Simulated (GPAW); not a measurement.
# The basis that the transmission of a carbon nanotube (3, 3); an Al atom over a ring needs

How well does a carbon nanotube (3, 3); an Al atom over a ring conduct at low bias, and how far do basis and functional move the answer?

Program: GPAW 26.7.0. Level of theory: GPAW LCAO, PAW setups; Landauer transmission from Green's functions with principal layers (ASE), zero bias. Results are calculated unless marked as measured.

### Step 1. Starting point

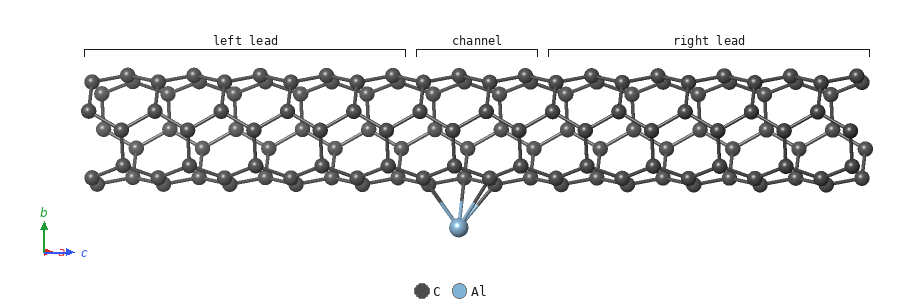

The cell as given, from the side, with the c axis across the page (carbon dark grey, aluminium light blue).

The cell holds 145 atoms: 144 C and 1 Al. Its edges and angles: a = 12.068 Å, b = 12.068 Å, c = 29.514 Å, α = 90.0°, β = 90.0°, γ = 90.0°. Regions: left lead, 60 atoms (60 C); channel, 25 atoms (24 C and 1 Al); right lead, 60 atoms (60 C). Vacuum lies along a and b. The structure is stacked along c, and the current runs across the ab planes.

### Step 2. Single-zeta polarised basis

The second zeta is dropped, the polarisation orbitals stay.

run.py reads:

```python
import json
import numpy as np
from ase import Atoms
from ase.transport.calculators import TransportCalculator
from gpaw import GPAW, FermiDirac
from gpaw.lcao.tools import get_lcao_hamiltonian
from scipy.linalg import eigh

# The junction with lead layers at both ends, along the third cell vector
device = Atoms(
    ['C', 'C', 'C', 'C', 'C', 'C', 'C', 'C', 'C', 'C', 'C', 'C', 'C', 'C', 'C', 'C', 'C', 'C', 'C', 'C', 'C', 'C', 'C', 'C', 'C', 'C', 'C', 'C', 'C', 'C', 'C', 'C', 'C', 'C', 'C', 'C', 'C', 'C', 'C', 'C', 'C', 'C', 'C', 'C', 'C', 'C', 'C', 'C', 'C', 'C', 'C', 'C', 'C', 'C', 'C', 'C', 'C', 'C', 'C', 'C', 'C', 'C', 'C', 'C', 'C', 'C', 'C', 'C', 'Al', 'C', 'C', 'C', 'C', 'C', 'C', 'C', 'C', 'C', 'C', 'C', 'C', 'C', 'C', 'C', 'C', 'C', 'C', 'C', 'C', 'C', 'C', 'C', 'C', 'C', 'C', 'C', 'C', 'C', 'C', 'C', 'C', 'C', 'C', 'C', 'C', 'C', 'C', 'C', 'C', 'C', 'C', 'C', 'C', 'C', 'C', 'C', 'C', 'C', 'C', 'C', 'C', 'C', 'C', 'C', 'C', 'C', 'C', 'C', 'C', 'C', 'C', 'C', 'C', 'C', 'C', 'C', 'C', 'C', 'C', 'C', 'C', 'C', 'C', 'C', 'C'],
    positions=[
        [4.12267, 6.72967, 0.61488],
        [5.01700, 7.79550, 0.61488],
        [5.01700, 4.27250, 0.61488],
        [6.38720, 4.03090, 0.61488],
        [7.59213, 7.34143, 0.61488],
        [8.06800, 6.03400, 0.61488],
        [4.00000, 6.03400, 1.84463],
        [4.47587, 4.72657, 1.84463],
        [5.68080, 8.03710, 1.84463],
        [7.05100, 7.79550, 1.84463],
        [7.05100, 4.27250, 1.84463],
        [7.94534, 5.33833, 1.84463],
        [4.12267, 6.72967, 3.07439],
        [5.01700, 7.79550, 3.07439],
        [5.01700, 4.27250, 3.07439],
        [6.38720, 4.03090, 3.07439],
        [7.59213, 7.34143, 3.07439],
        [8.06800, 6.03400, 3.07439],
        [4.00000, 6.03400, 4.30415],
        [4.47587, 4.72657, 4.30415],
        [5.68080, 8.03710, 4.30415],
        [7.05100, 7.79550, 4.30415],
        [7.05100, 4.27250, 4.30415],
        [7.94534, 5.33833, 4.30415],
        [4.12267, 6.72967, 5.53390],
        [5.01700, 7.79550, 5.53390],
        [5.01700, 4.27250, 5.53390],
        [6.38720, 4.03090, 5.53390],
        [7.59213, 7.34143, 5.53390],
        [8.06800, 6.03400, 5.53390],
[... 109 atom lines left out ...]
        [4.00000, 6.03400, 28.89927],
        [4.47587, 4.72657, 28.89927],
        [5.68080, 8.03710, 28.89927],
        [7.05100, 7.79550, 28.89927],
        [7.05100, 4.27250, 28.89927],
        [7.94534, 5.33833, 28.89927]],
    cell=[[12.068, 0.0, 0.0], [0.0, 12.068, 0.0], [0.0, 0.0, 29.51415]],
    pbc=True,
    magmoms=[0.0, 0.0, 0.0, 0.0, 0.0, 0.0, 0.0, 0.0, 0.0, 0.0, 0.0, 0.0, 0.0, 0.0, 0.0, 0.0, 0.0, 0.0, 0.0, 0.0, 0.0, 0.0, 0.0, 0.0, 0.0, 0.0, 0.0, 0.0, 0.0, 0.0, 0.0, 0.0, 0.0, 0.0, 0.0, 0.0, 0.0, 0.0, 0.0, 0.0, 0.0, 0.0, 0.0, 0.0, 0.0, 0.0, 0.0, 0.0, 0.0, 0.0, 0.0, 0.0, 0.0, 0.0, 0.0, 0.0, 0.0, 0.0, 0.0, 0.0, 0.0, 0.5, 0.0, 0.0, 0.5, 0.0, 0.5, 0.0, 0.0, 0.5, 0.0, 0.0, 0.0, 0.0, 0.0, 0.5, 0.0, 0.0, 0.0, 0.0, 0.0, 0.0, 0.0, 0.0, 0.0, 0.0, 0.0, 0.0, 0.0, 0.0, 0.0, 0.0, 0.0, 0.0, 0.0, 0.0, 0.0, 0.0, 0.0, 0.0, 0.0, 0.0, 0.0, 0.0, 0.0, 0.0, 0.0, 0.0, 0.0, 0.0, 0.0, 0.0, 0.0, 0.0, 0.0, 0.0, 0.0, 0.0, 0.0, 0.0, 0.0, 0.0, 0.0, 0.0, 0.0, 0.0, 0.0, 0.0, 0.0, 0.0, 0.0, 0.0, 0.0, 0.0, 0.0, 0.0, 0.0, 0.0, 0.0, 0.0, 0.0, 0.0, 0.0, 0.0, 0.0])

# One principal layer of the lead: the first 36 atoms of the device
lead = Atoms(
    ['C', 'C', 'C', 'C', 'C', 'C', 'C', 'C', 'C', 'C', 'C', 'C', 'C', 'C', 'C', 'C', 'C', 'C', 'C', 'C', 'C', 'C', 'C', 'C', 'C', 'C', 'C', 'C', 'C', 'C', 'C', 'C', 'C', 'C', 'C', 'C'],
    positions=[
        [4.12267, 6.72967, 0.61488],
        [5.01700, 7.79550, 0.61488],
        [5.01700, 4.27250, 0.61488],
        [6.38720, 4.03090, 0.61488],
        [7.59213, 7.34143, 0.61488],
        [8.06800, 6.03400, 0.61488],
        [4.00000, 6.03400, 1.84463],
        [4.47587, 4.72657, 1.84463],
        [5.68080, 8.03710, 1.84463],
        [7.05100, 7.79550, 1.84463],
        [7.05100, 4.27250, 1.84463],
        [7.94534, 5.33833, 1.84463],
        [4.12267, 6.72967, 3.07439],
        [5.01700, 7.79550, 3.07439],
        [5.01700, 4.27250, 3.07439],
        [6.38720, 4.03090, 3.07439],
        [7.59213, 7.34143, 3.07439],
        [8.06800, 6.03400, 3.07439],
        [4.00000, 6.03400, 4.30415],
        [4.47587, 4.72657, 4.30415],
        [5.68080, 8.03710, 4.30415],
        [7.05100, 7.79550, 4.30415],
        [7.05100, 4.27250, 4.30415],
        [7.94534, 5.33833, 4.30415],
        [4.12267, 6.72967, 5.53390],
        [5.01700, 7.79550, 5.53390],
        [5.01700, 4.27250, 5.53390],
        [6.38720, 4.03090, 5.53390],
        [7.59213, 7.34143, 5.53390],
        [8.06800, 6.03400, 5.53390],
        [4.00000, 6.03400, 6.76366],
        [4.47587, 4.72657, 6.76366],
        [5.68080, 8.03710, 6.76366],
        [7.05100, 7.79550, 6.76366],
        [7.05100, 4.27250, 6.76366],
        [7.94534, 5.33833, 6.76366]],
    cell=[[12.068, 0.0, 0.0], [0.0, 12.068, 0.0], [0.0, 0.0, 7.37854]],
    pbc=True,
    magmoms=[0.0, 0.0, 0.0, 0.0, 0.0, 0.0, 0.0, 0.0, 0.0, 0.0, 0.0, 0.0, 0.0, 0.0, 0.0, 0.0, 0.0, 0.0, 0.0, 0.0, 0.0, 0.0, 0.0, 0.0, 0.0, 0.0, 0.0, 0.0, 0.0, 0.0, 0.0, 0.0, 0.0, 0.0, 0.0, 0.0])

settings = dict(mode='lcao', basis='szp(dzp)', xc='PBE', h=0.2,
                occupations=FermiDirac(0.1), maxiter=250,
                mixer=dict(beta=0.05, nmaxold=8, weight=100.0),
                convergence=dict(density=0.0001))
energies = np.arange(-2, 2 + 1e-9, 0.05)
eta = 0.0001
n1, n2 = 1, 1
# k and -k transmit alike, so half of the mesh across the current serves
mesh = [(i, j) for i in range(n1) for j in range(n2) if (i, j) <= (-i % n1, -j % n2)]
weights = np.array([1 if (i, j) == (-i % n1, -j % n2) else 2 for i, j in mesh]) / (n1 * n2)


def ground_state(atoms, size, txt):
    atoms.calc = GPAW(kpts={'size': size, 'gamma': True}, symmetry={'tolerance': 1e-3}, txt=txt, **settings)
    atoms.get_potential_energy()
    return atoms.calc.get_fermi_level()


def blocks(atoms, fermi, points, nz, cells):
    """H - E_F S and S between cell 0 and the cells above it, at each point across the current."""
    kz = np.arange(nz) / nz
    calc = atoms.calc.fixed_density(kpts=[(*k, z) for k in points for z in kz], symmetry='off', txt=None)
    H, S = get_lcao_hamiltonian(calc)
    H = (H - fermi * S).reshape(len(H), len(points), nz, *S.shape[1:])
    S = S.reshape(H.shape[1:])
    phases = [np.exp(-2j * np.pi * kz * R) / nz for R in cells]
    return [(np.einsum('skzij,z->ksij', H, p), np.einsum('kzij,z->kij', S, p)) for p in phases]


def pair(a, b):
    return np.block([[a, b], [b.T.conj(), a]])


def count_channels(h, s, cells, nk=240):
    """Half the number of times that the lead's bands cross each energy, unfolded to its shortest repeat."""
    b = len(h) // cells
    bands = []
    for k in (np.arange(nk + 1) + 0.5) / nk:
        hk, sk = h[:b, :b].copy(), s[:b, :b].copy()
        for R in range(1, cells):
            phase, block = np.exp(2j * np.pi * k * R), slice(R * b, (R + 1) * b)
            hk += h[:b, block] * phase + (h[:b, block] * phase).T.conj()
            sk += s[:b, block] * phase + (s[:b, block] * phase).T.conj()
        w, u = eigh(sk)
        x = u[:, w > 1e-5] / w[w > 1e-5]**0.5  # drop near-dependent combinations
        bands.append(np.r_[eigh(x.T.conj() @ hk @ x, eigvals_only=True), [1e9] * (w <= 1e-5).sum()])
    below = np.array(bands)[:, :, None] < energies
    return (below[1:] != below[:-1]).sum((0, 1)) / 2


fermi_lead = ground_state(lead, (1, 1, 15), 'lead.txt')
fermi_device = ground_state(device, (1, 1, 3), 'device.txt')
T, channels, eigen, tail, misfit, shifts = [], [], [], 0.0, 0.0, []
for first in range(0, len(mesh), 2):
    points = [(i / n1, j / n2) for i, j in mesh[first:first + 2]]
    (H0k, S0k), (H1k, S1k), (H2k, _) = blocks(lead, fermi_lead, points, 5, range(3))
    [(Hk, Sk)] = blocks(device, fermi_device, points, 2, [0])
    tail = max(tail, abs(H2k).max())
    for H0, S0, H1, S1, H, S in zip(H0k, S0k, H1k, S1k, Hk, Sk):
        n = len(S0)
        # Shift the lead onto the potential of the device's first layer
        shift = ((H[:, 0, 0] - H0[:, 0, 0]) / S0[0, 0]).real.mean()
        shifts.append(shift)
        misfit = max(misfit, abs(H[:, :n, :n] - H0 - shift * S0).max())
        Tk, Ck, Ek = [], [], []
        for s in range(len(H)):
            t = s % len(H0)  # a lead without moments serves both spins
            h1, s1 = pair(H0[t] + shift * S0, H1[t] + shift * S1), pair(S0, S1)
            leads = dict(h1=h1, s1=s1, energies=energies, eta=eta, eta1=eta, eta2=eta)
            calc = TransportCalculator(h=H[s], s=S, eigenchannels=3, **leads)
            Tk.append(calc.get_transmission())
            Ek.append(np.sort(calc.eigenchannels_ne, axis=0)[::-1])
            Ck.append(count_channels(h1, s1, 6))
        T.append(Tk)
        channels.append(Ck)
        eigen.append(Ek)
T, channels = np.array(T), np.array(channels)
mean, open_channels = np.einsum('kse,k->se', T, weights), np.einsum('kse,k->se', channels, weights)

print(f'basis functions: device {len(S)}, principal layer {n}')
print(f'Fermi level: lead {fermi_lead:.4f} eV, device {fermi_device:.4f} eV; lead shifted by {np.mean(shifts):.4f} eV')
print(f'largest coupling past the next layer {tail:.2e} eV, largest misfit of the first layer {misfit:.3f} eV')
print('  E-E_F (eV)   ' + 'T up        T down      channels up  channels down')
for e, t, c in zip(energies, mean.T, open_channels.T):
    print(f'{e:10.3f}  ', *[f'{x:11.4e}' for x in t], *[f'{x:9.4f}' for x in c])

kT = 8.617333e-5 * 300
fine = np.linspace(energies[0], energies[-1], 4001)
both = np.exp(np.interp(fine, energies, np.log(np.maximum(mean.sum(0) * 2 / len(mean), 1e-30))))
fermi = lambda mu: 1 / (1 + np.exp(np.clip((fine - mu) / kT, -200, 200)))
slope = fermi(0) * (1 - fermi(0)) / kT
G = np.trapezoid(both * slope, fine) / 2
seebeck = -np.trapezoid(both * slope * fine, fine) / (2 * G * 300) * 1e6
print(f'conductance at 300 K: {G:.5g} G0 a cell; thermopower {seebeck:.4g} uV/K')
bias = [0.1, 0.2, 0.5, 1.0, 1.5, 2.0]
current = [38.74 * np.trapezoid(both * (fermi(V / 2) - fermi(-V / 2)), fine) for V in bias]
for V, I in zip(bias, current):
    print(f'current from the zero-bias T(E) at {V} V: {I:.5g} uA')
zero = abs(energies).argmin()
json.dump(dict(energies=energies.tolist(), T=mean.tolist(), channels=open_channels.tolist(), G=G, seebeck=seebeck,
               bias=bias, current=current, tail=tail, misfit=misfit, shift=np.mean(shifts), n_device=len(S), n_lead=n,
               fermi=[fermi_lead, fermi_device], energy=device.get_potential_energy(),
               moments=device.get_magnetic_moments().tolist(), mesh=mesh, weights=weights.tolist(),
               T_k=T[:, :, zero].tolist(), eigen=np.array(eigen[0]).tolist()), open('result.json', 'w'))
```

Run with:

```bash
$ OMP_NUM_THREADS=1 OPENBLAS_NUM_THREADS=1 python run.py
```

What it wrote:

```text
basis functions: device 1305, principal layer 324
Fermi level: lead -2.5809 eV, device -2.4134 eV; lead shifted by -0.0058 eV
largest coupling past the next layer 4.02e-15 eV, largest misfit of the first layer 0.029 eV
  E-E_F (eV)   T up        T down      [channel counts left out]
    -2.000    9.9847e-01  9.9847e-01
    -1.950    9.9825e-01  9.9825e-01
    -1.900    9.9804e-01  9.9803e-01
    -1.850    9.9784e-01  9.9784e-01
    -1.800    9.9767e-01  9.9767e-01
    -1.750    9.9753e-01  9.9753e-01
    -1.700    9.9744e-01  9.9744e-01
    -1.650    9.9740e-01  9.9740e-01
    -1.600    9.9742e-01  9.9742e-01
    -1.550    9.9753e-01  9.9754e-01
    -1.500    9.9789e-01  9.9789e-01
    -1.450    9.9759e-01  9.9758e-01
    -1.400    9.9811e-01  9.9812e-01
    -1.350    9.9857e-01  9.9857e-01
    -1.300    9.9891e-01  9.9891e-01
    -1.250    9.9845e-01  9.9844e-01
[...]
1.650    4.5174e+00  4.5194e+00
     1.700    4.5216e+00  4.5235e+00
     1.750    4.5152e+00  4.5169e+00
     1.800    4.5008e+00  4.5024e+00
     1.850    4.4754e+00  4.4768e+00
     1.900    4.4368e+00  4.4382e+00
     1.950    4.3836e+00  4.3848e+00
     2.000    4.3160e+00  4.3171e+00
conductance at 300 K: 1.9419 G0 a cell; thermopower 0.9507 uV/K
current from the zero-bias T(E) at 0.1 V: 15.036 uA
current from the zero-bias T(E) at 0.2 V: 30.013 uA
current from the zero-bias T(E) at 0.5 V: 73.584 uA
current from the zero-bias T(E) at 1.0 V: 136.32 uA
current from the zero-bias T(E) at 1.5 V: 202.5 uA
current from the zero-bias T(E) at 2.0 V: 310.47 uA
```

Elapsed: 43 min, on 1 thread of Arm Neoverse V1, shared host; peak memory 2.9 GiB.

Numbers from this step:

```yaml
conductance: 1.942 G₀
largest_coupling_past_the_next_principal_layer: 4.02e-15 eV
largest_misfit_of_the_first_principal_layer: 0.02918 eV
shift_that_aligns_the_lead: -0.005796 eV
basis_functions_of_the_junction: 1305
basis_functions_of_a_principal_layer: 324
transmission_at_the_fermi_level_spin_up: 1.947
transmission_at_the_fermi_level_spin_down: 1.947
```

Each spin. Table of transmission, zone mean by energy, zero at the Fermi level:

| energy (eV) | T, spin up | T, spin down |
| --- | --- | --- |
| -2.0000 | 0.998 | 0.998 |
| -1.7500 | 0.998 | 0.998 |
| -1.5000 | 0.998 | 0.998 |
| -1.2500 | 0.998 | 0.998 |
| -1.1500 | 1.58 | 1.58 |
| -1.0000 | 1.72 | 1.72 |
| -0.7500 | 1.92 | 1.91 |
| -0.5000 | 1.95 | 1.95 |
| -0.2500 | 1.96 | 1.96 |
| 0.0000 | 1.95 | 1.95 |
| 0.2500 | 1.65 | 1.66 |
| 0.5000 | 1.48 | 1.48 |
| 0.6500 | 1.73 | 1.74 |
| 0.7500 | 0.900 | 0.900 |
| 1.0000 | 4.91 | 4.92 |
| 1.2500 | 4.35 | 4.35 |
| 1.5000 | 4.48 | 4.48 |
| 1.7500 | 4.52 | 4.52 |
| 2.0000 | 4.32 | 4.32 |

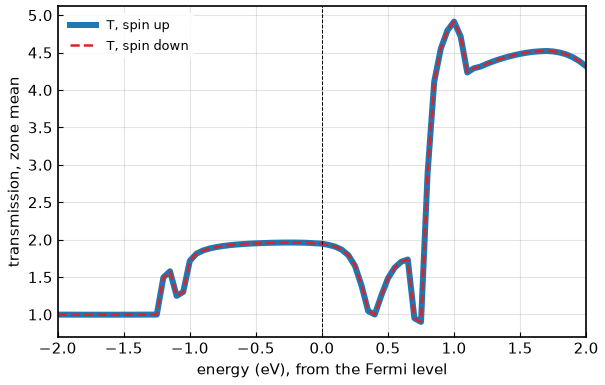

Transmission, zone mean, plotted against energy.

Not self-consistent under bias; the bias window is split evenly. The current through one cell, from the zero-bias transmission by bias:

| bias (V) | current through one cell, from the zero-bias transmission (μA) |
| --- | --- |
| 0.100 | 15.0 |
| 0.200 | 30.0 |
| 0.500 | 73.6 |
| 1.000 | 136 |
| 1.500 | 202 |
| 2.000 | 310 |

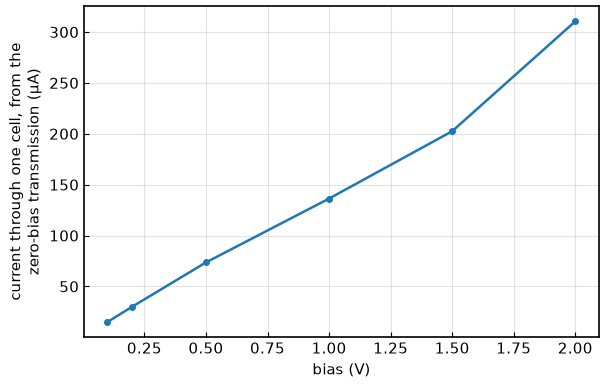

Current through one cell, from the zero-bias transmission, plotted against bias.

The transmission of the three most open eigenchannels by energy, zero at the Fermi level:

| energy (eV) | channel 1 up | channel 2 up | channel 3 up | channel 1 down | channel 2 down | channel 3 down |
| --- | --- | --- | --- | --- | --- | --- |
| -2.000 | 0.998 | 6.8e-12 | 5.0e-12 | 0.998 | 6.8e-12 | 5.0e-12 |
| -1.500 | 0.998 | 0 | 0 | 0.998 | 0 | 0 |
| -1.000 | 0.890 | 0.828 | 0 | 0.890 | 0.826 | 0 |
| -0.500 | 0.986 | 0.965 | 0 | 0.986 | 0.965 | 0 |
| 0.000 | 0.987 | 0.960 | 0 | 0.987 | 0.960 | 0 |
| 0.500 | 0.965 | 0.519 | 8.8e-11 | 0.965 | 0.517 | 9.0e-11 |
| 1.000 | 0.997 | 0.994 | 0.987 | 0.997 | 0.994 | 0.987 |
| 1.500 | 0.998 | 0.997 | 0.986 | 0.998 | 0.998 | 0.986 |
| 2.000 | 0.999 | 0.998 | 0.992 | 0.999 | 0.998 | 0.992 |

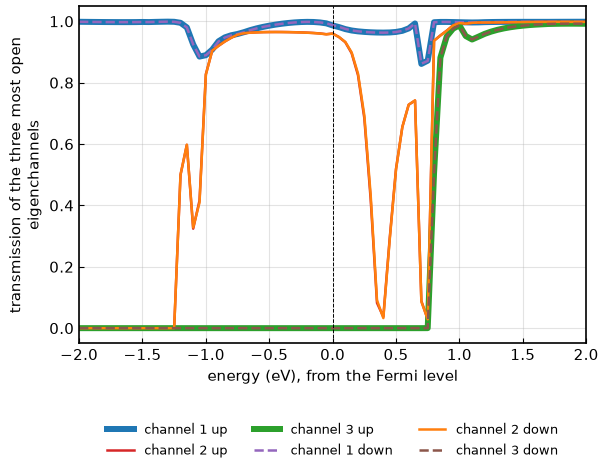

Transmission of the three most open eigenchannels, plotted against energy.

Couplings past the next layer reach 4.0e-15 eV, small enough to drop; the matrix elements of the cell's first layer differ from the bulk lead's by up to 0.029 eV. That layer keeps its own values in the calculation, and only beyond it is the lead taken as perfect.

(Continued in part 2 of 3.)

[Logs are printed without paths, hosts, clocks, repeated set-up lines and the standing remarks that a program may print on its own settings, such as how far it seeks lower states.]

[Hosts, paths, dates, database ids (printed as entryN), source tags and the programs' standing remarks are cut or masked in the printed files.]
